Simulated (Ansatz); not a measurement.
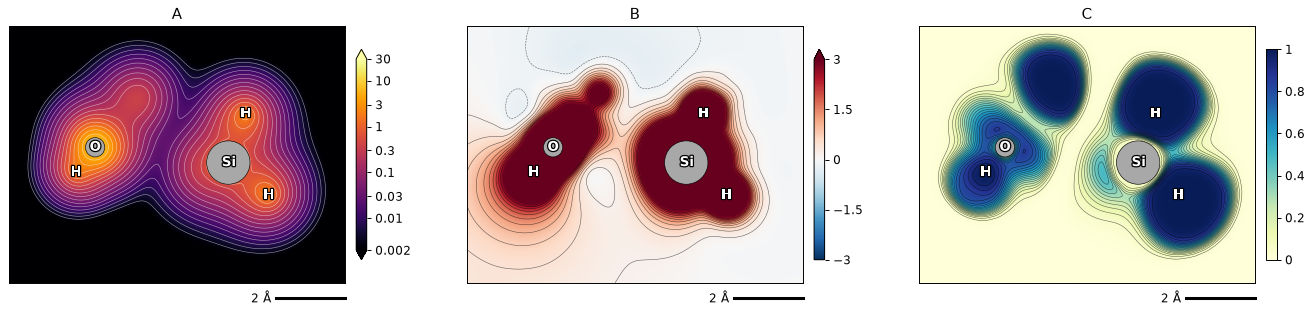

BH₃O···SiH₄: 3 fields on the plane of atoms H7, Si6 and H9, with unlabelled colour scales. Grey discs cover the atomic cores.

Computed with RKS PBE-D4/cc-pVDZ (Ansatz 0.2.0).

```xyz
10

B    -0.0969   -0.5995   -0.2283
H    -0.1202   -1.3992    0.6921
O     1.0057   -0.4455   -1.0144
H     1.7367   -1.0311   -0.7374
H    -1.0468    0.0990   -0.5259
Si    0.1480    2.6437    1.2298
H     0.6318    3.6608    2.2354
H     1.0271    2.6817    0.0070
H    -1.2761    2.9560    0.8478
H     0.2122    1.2706    1.8538
```

Q: Which field does each panel show? The fields are: electron density, electron localisation function and electrostatic potential.

A: Panel A: electron density. Panel B: electrostatic potential (strongly positive close to the atoms and fading to about zero outside). Panel C: electron localisation function. From the grid: O–H (0.98 Å): ρ at the midpoint is about 3.6 e/Å³; the ELF climbs to about 1 towards the hydrogen, as it does in any bond to H (a covalent bond by its length).
